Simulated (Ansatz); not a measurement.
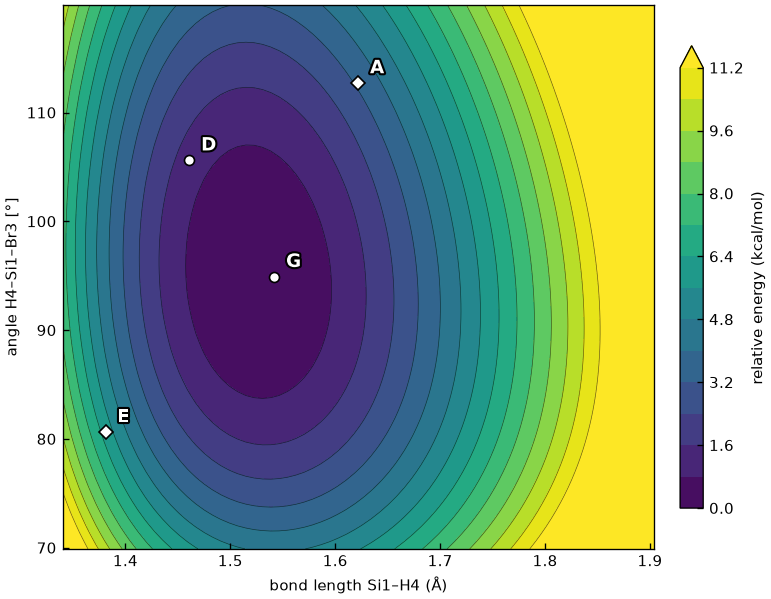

CH2BrSi, SMILES [SiH+]=CBr, charge +1. The first coordinate is: bond length Si1–H4; the second: angle H4–Si1–Br3. Nothing is relaxed (all other coordinates rigid). The grid has 15 × 15 points. All energies are given in kcal/mol relative to the relaxed molecule at the same level. Theory: Ansatz 0.2.0, RKS SPW92 (LDA)/def2-TZVP.

Drawn: filled contours, one colour for all values above the top of the scale, lettered points. Between grid points the surface is interpolated.

Q: Is D the lowest point of the computed grid?

A: No. D lies 1.2 kcal/mol above the lowest grid point, which is at bond length Si1–H4 = 1.542 Å, angle H4–Si1–Br3 = 94.9°.

Q: Rank the lettered points by energy, lowest first.

A: G (0.06 kcal/mol), D (1.2 kcal/mol), A (3.3 kcal/mol), E (6.1 kcal/mol).
